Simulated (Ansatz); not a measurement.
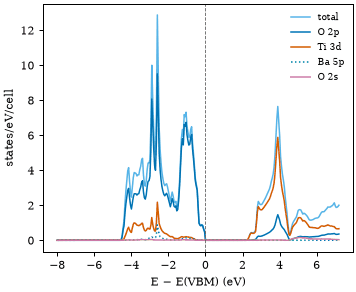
*Total and projected density of states of BaTiO3 in space group P4mm (No. 99; Ti on 1b, Ba on 1a, O on 1b, O on 2c), r²SCAN in the plane-wave PAW code Ansatz*

Task: Which orbitals carry the states next to the gap?

Result: Top 1 eV of the valence band: O 2p 94 %. Bottom 1 eV of the conduction band: Ti 3d 86 %, O 2p 11 %. Projections are on Löwdin-orthogonalised atomic valence shells; empty p or d shells of many metals are not among them.

Task: Where is the tallest occupied peak in this window, and what makes it?

Result: Near -2.6 eV, about 13 states/eV per cell; the largest projected share is O 2p.

The r²SCAN relaxation kept the symmetry of its start. No spin polarisation was allowed. Scalar-relativistic: spin–orbit coupling is off unless named, which matters more the heavier the elements.

Potentials: the later of the program's two PAW sets.
